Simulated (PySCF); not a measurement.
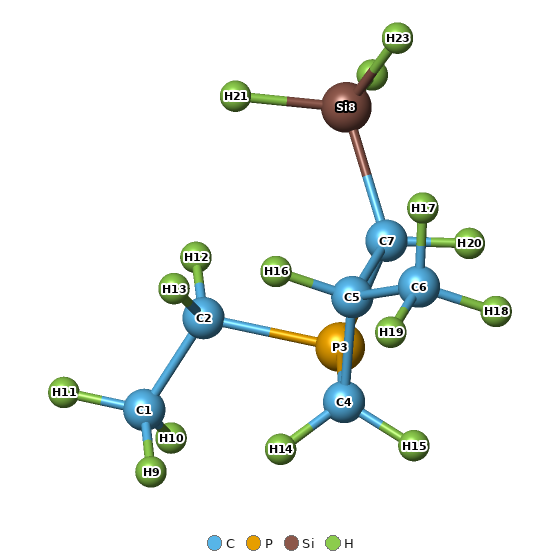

The molecule: C₆H₁₅PSi, SMILES CCP1C[C@@H](C)[C@@H]1[SiH3].

GIAO shifts, PBE0/pcSseg-1, PySCF 2.14.0, at a PBE0-D3(BJ)/def2-SVP geometry (no frequency check), against PH₃ for ³¹P and TMS for ²⁹Si computed at the same level (³¹P: the usual scale starts at 85 % H₃PO₄ instead). Gas phase, fully decoupled, line heights follow the number of nuclei, widths are arbitrary (no quadrupolar broadening); values of one conformer, averaged over methyl-type rotors and exact or near symmetry; other conformers aren't averaged in.

Q: Which ³¹P signals does it give?

A: 1 signal.


| δ (ppm) | nuclei | atoms |
| --- | --- | --- |
| 263.5 | 1 | P3 |

Q: Predict the ²⁹Si spectrum.

A: 1 signal.


```
δ (ppm)  nuclei  atoms
  −72.9       1    Si8
```

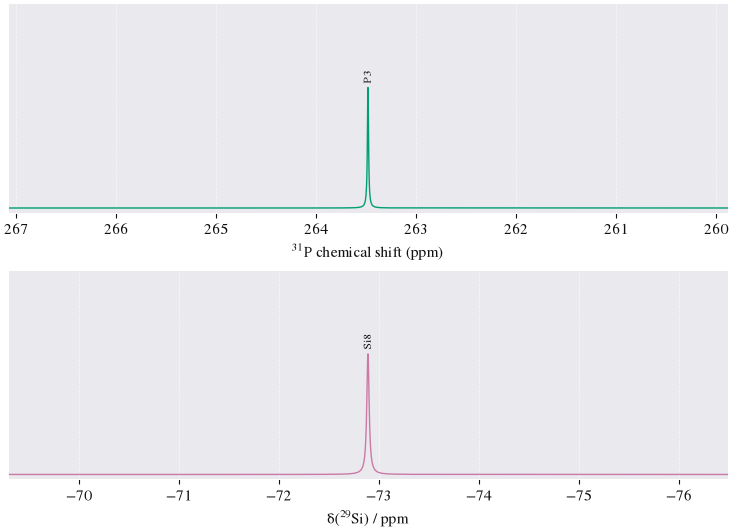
